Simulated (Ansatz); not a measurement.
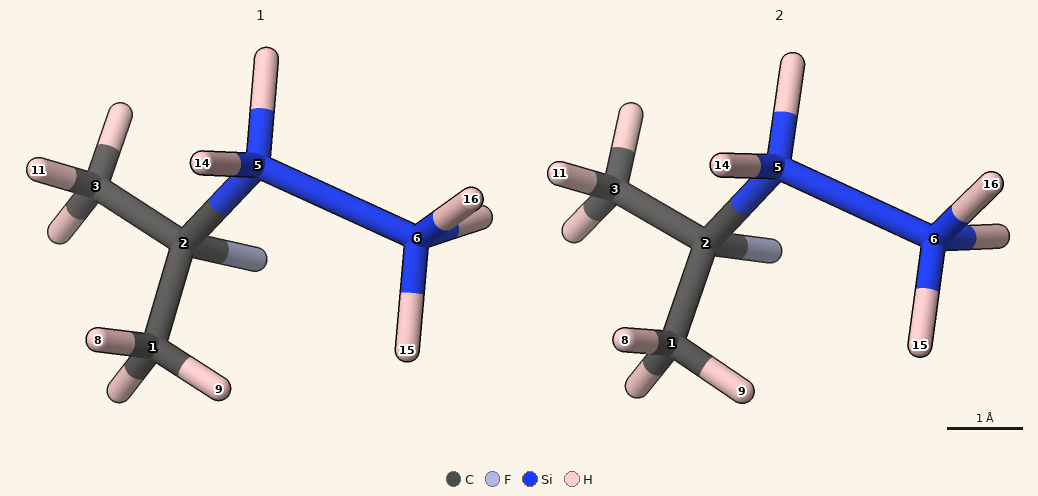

Two geometries of C₃H₁₁FSi₂, drawn at one scale. One is the start of a relaxation, the other its converged end. The picture is a stick view, seen at a tilt.

Method: RKS PBE-D4/6-31G* (Ansatz). Settings: no spin polarisation; force threshold 0.015 eV/Å; at most 40 steps.

Question: Which of the two is the end point?

Answer: Structure 1 is the relaxed one. The run prepares an end point of a later path (torsion) calculation, from a guessed geometry. After 10 geometry steps the energy has fallen by 0.431 eV. Largest force component: 3 eV/Å at the start, 0.014 eV/Å at the end. The atom that moves furthest after the best rigid fit is an H atom (0.36 Å). Largest moves by element: H 0.36 Å, F 0.13 Å, C 0.11 Å, Si 0.06 Å. Among the contacts that change: C–F 1.357 → 1.436 Å, C–H 1.168 → 1.103 Å, H–Si 1.449 → 1.507 Å, C–Si 1.899 → 1.935 Å. Among the angles between lasting bonds that change: C–C–C 106.3° → 112.4°, H–C–H 102.2° → 108.3°, H–C–H 102.8° → 108.1°.
